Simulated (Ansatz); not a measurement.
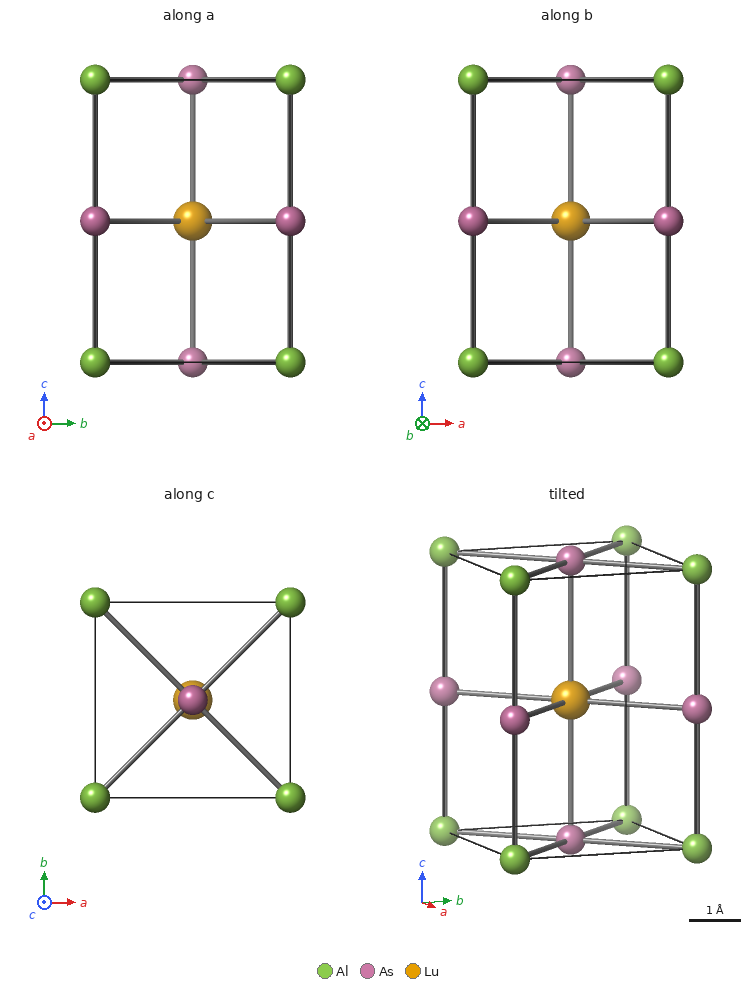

We look at a ball-and-stick model of the crystal along the a axis, along the b axis, along the c axis and slightly off an axis. Thin lines show the conventional unit cell, with boundary atoms drawn in all their periodic places.

Lattice parameters: a = 3.8827 Å, b = 3.8827 Å, c = 5.6198 Å, α = 90.000°, β = 90.000°, γ = 90.000°.

Question: Put the structure into a CIF in P1 with every atom of the cell.

Answer:
```cif
data_structure
_symmetry_space_group_name_H-M 'P 1'
_symmetry_Int_Tables_number 1
_cell_length_a 3.8827
_cell_length_b 3.8827
_cell_length_c 5.6198
_cell_angle_alpha 90.000
_cell_angle_beta 90.000
_cell_angle_gamma 90.000
_cell_volume 84.72
loop_
_atom_site_label
_atom_site_type_symbol
_atom_site_fract_x
_atom_site_fract_y
_atom_site_fract_z
_atom_site_occupancy
Al1 Al 0.0000 0.0000 0.0000 1
As1 As 0.0000 0.0000 0.5000 1
Lu1 Lu 0.5000 0.5000 0.5000 1
As2 As 0.5000 0.5000 0.0000 1
```

Starting structure: a structure type filled with these elements by a generator (whether the compound takes this form wasn't checked). Earlier steps of the study may have refined or changed the cell and positions. A calculation with Ansatz used it as input.
